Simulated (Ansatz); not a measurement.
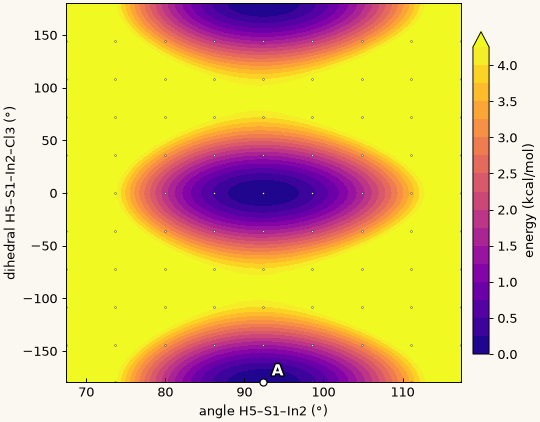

Cl₂HInS, SMILES [SH][In]([Cl])[Cl]. The first coordinate is: angle H5–S1–In2; the second: dihedral H5–S1–In2–Cl3. Nothing is relaxed (all other coordinates rigid). The grid has 9 × 10 points; 55 points were computed and 35 follow by symmetry. Points are written as (first, second). All energies are given in kcal/mol relative to the lowest grid point. These are results of Ansatz 0.2.0, RKS B3LYP-D4/def2-TZVP, not measurements.

Drawn: filled contours, dots at the grid points, one colour for all values above the top of the scale, the well A. Between grid points the surface is interpolated.

### Estimate the position of the minimum and the force constants in these coordinates. Take the well at A.

The interpolated minimum is at angle H5–S1–In2 ≈ 92.4°, dihedral H5–S1–In2–Cl3 ≈ −180°. The curvatures there are about 3.1 eV/rad² and 0.39 eV/rad², with a cross term of about 0 eV/rad². Round the minimum the two coordinates are nearly uncoupled. (1 eV is 23.1 kcal/mol.)
